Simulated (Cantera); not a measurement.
Input: 1 mol B, 0.37 mol H2O, 77 mol N2, equilibrated at 0.790 bar.

Cantera equilibrium calculation (NASA polynomials, part measured and part estimated; ideal gas, pure solids and liquids). Candidate condensed phases: B, BN, B2O3, B3O3H3, H2O; 39 gas species. Mutual solubility and eutectic melting of coexisting phases are not modelled. The numbers say what is thermodynamically allowed, not how fast it happens.

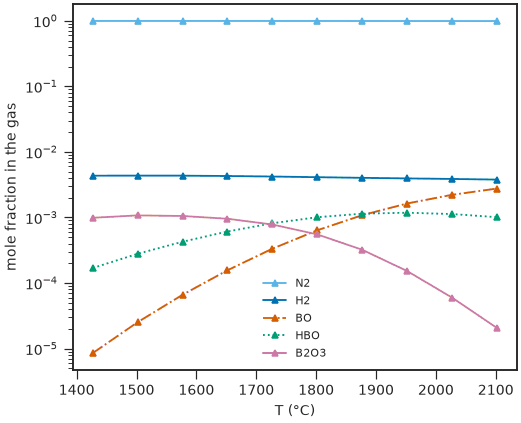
Figure: Equilibrium gas composition (values under 1e-9 drawn at 1e-9)

Read off the mole fractions at 1427 °C.

N2 about 0.99, H2 about 0.0043, B2O3 about 0.00099, HBO about 0.00017, BO about 8.5e-6.
